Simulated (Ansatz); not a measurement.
# Gate voltage at the highest density: W2COS MXene monolayer

A layer charged from two gates alike needs a voltage that grows with the carrier density; the slope is e over the total capacitance.

Set-up. Ansatz 0.2.0, plane waves with PAW datasets (its set soft_2), LDA; isolated slab, charged sheets 5 Å from the outer atoms behind model barriers, atoms held, Fermi-Dirac smearing of 0.05 eV. The voltage is that of the gates (their mean) against the layer's Fermi level, from the uncharged case, which has no gap over 0.05 eV.

```
  run  added electrons (10¹³ per cm²)  gate voltage (V)
run 1                            0.50              0.19
run 2                            2.00              0.77
run 3                            6.00                 ?
```

Q: Estimate the withheld value from the rows shown.

Two rows fix a line: slope = (0.77 − 0.19) / (2.00 − 0.50) = 0.3867, intercept −0.0034. The capacitance is 1.602/0.3867 = 4.14 µF/cm², against 3.54 µF/cm² for plates 5 Å apart in vacuum on both sides; it is the larger, as where the added charge has its centre outside the outer atoms (not examined here). At 6.00 it gives 0.3867 × 6.00 + (−0.0034) = 2.32 V, beyond the rows fitted. Rounding of the rows alone allows about ±0.032 V there; two rows can't show whether the line holds.

The run itself gives 2.31 V: a miss of −0.01 V, or 0.4 % of the value. The line holds within the rounding of the rows.

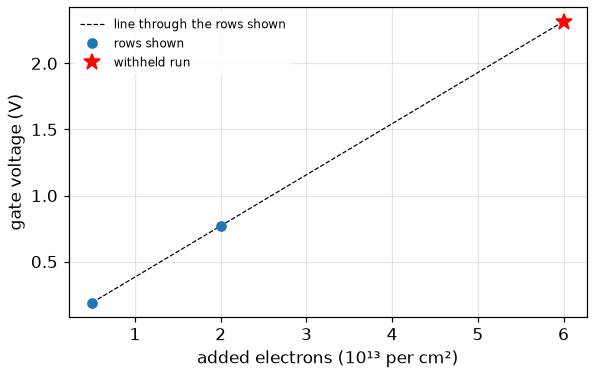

The fit and the withheld run.

**Limits.** The gates are model sheets, not atoms, and low densities sample few k-points. Spin-orbit coupling is left out, which changes the bands of elements this heavy.

[Logs are printed without paths, hosts, clocks, repeated set-up lines and the standing remarks that a program may print on its own settings, such as how far it seeks lower states.]
